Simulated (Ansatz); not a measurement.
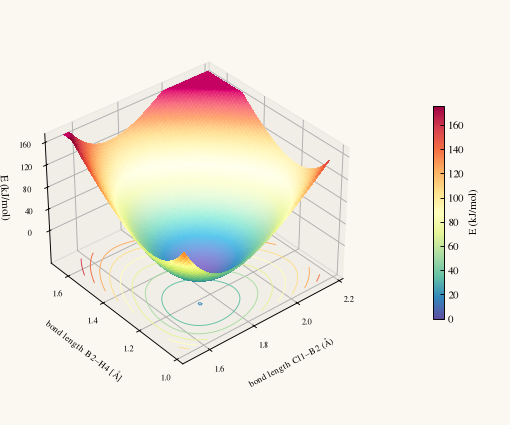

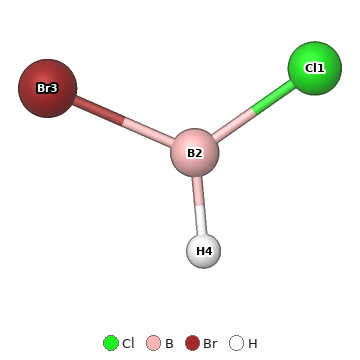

Energy landscape of BBrClH, SMILES ClBBr. First axis: bond length Cl1–B2. Second axis: bond length B2–H4. Nothing is relaxed (all other coordinates rigid). The grid has 13 × 13 points. Points are written as (first, second). Energies: kJ/mol, counted from the lowest grid point. All numbers below come from Ansatz 0.2.0, RKS B3LYP-D4/def2-TZVP.

Drawn: a relief with its contours projected below, any walls above the top of the colour scale cut off. Between grid points the surface is interpolated. The second picture is the structure at the lowest point.

Question: What does the map say about the system?

Answer: The lowest grid point is at (1.743 Å, 1.175 Å). No other kind of well shows on this grid. The highest grid point, (2.172 Å, 1.653 Å), lies 248 kJ/mol above the lowest. Round the minimum the contours are nearly round: the two directions are equally stiff and uncoupled.

The values on the grid:

```
bond length B2–H4 ↓, bond length Cl1–B2 →  1.529  1.582  1.636  1.690  1.743  1.797  1.850  1.904  1.957  2.011  2.065  2.118  2.172
                                    1.653    192    159    140    131    130    135    145    158    173    191    209    228    248
                                    1.600    172    140    120    111    110    114    124    137    152    170    188    207    227
                                    1.547    153    120    100     91     89     94    103    116    132    149    167    186    206
                                    1.494    135    102     81     72     70     75     84     97    112    129    147    166    186
                                    1.441    118     85     64     54     52     57     66     78     93    110    129    147    167
                                    1.388    103     69     48     38     36     40     49     62     77     93    112    130    150
                                    1.335     90     56     35     24     22     26     35     47     62     79     97    115    134
                                    1.281     79     45     23     13     10     14     23     35     49     66     84    103    122
                                    1.228     72     37     16      5      2      6     15     27     41     58     76     94    114
                                    1.175     71     36     14      3      0      4     12     24     38     55     73     91    111
                                    1.122     76     41     19      7      5      8     16     28     43     59     77     95    115
                                    1.069     90     55     33     21     18     22     30     42     56     72     90    109    128
                                    1.016    116     81     58     47     44     47     55     67     81     98    116    134    153
```

The input of one point:

```yaml
crystal:
  periodic: [false, false, false]
  atoms:
    - { symbol: Cl, position_ang: [-1.590125, -0.565318, 0.165638] }
    - { symbol: B, position_ang: [-0.005627, 0.110421, -0.10043] }
    - { symbol: Br, position_ang: [1.544711, -0.663012, 0.697061] }
    - { symbol: H, position_ang: [0.121091, 1.059372, -0.781649] }
basis:
  gaussian: { orbitals: def2-TZVP }
hamiltonian:
  xc: { name: B3LYP }
  dispersion: d4
output:
  forces: true
```

Each point was launched as `ansatz run input.yaml --threads 1 --pin off --max-ram 2560MiB --backend cpu --events-out ev --progress --plain --runs-dir out`. The whole map (169 points run) took 9.1 min on 1 thread of Arm Neoverse V2 (shared host).
